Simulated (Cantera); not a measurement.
Charge: 1 mol Pb, 1.4 mol H₂, equilibrated at 1002 °C.

Cantera equilibrium calculation (NASA polynomials, part measured and part estimated; ideal gas, pure solids and liquids). Candidate condensed phases: Pb; 4 gas species. The numbers say what is thermodynamically allowed, not how fast it happens.

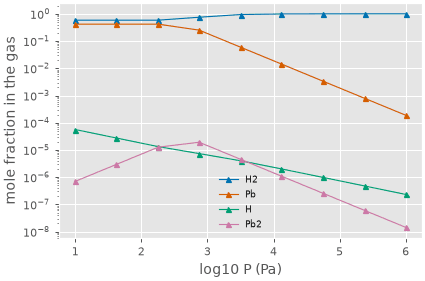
Figure. Equilibrium gas composition (values under 1e-9 drawn at 1e-9)

From 10.0 Pa to 1.80 mbar nothing is condensed. From 7.50 mbar to 10.0 bar the condensed part is Pb(l). The main Pb-bearing gas is Pb throughout.
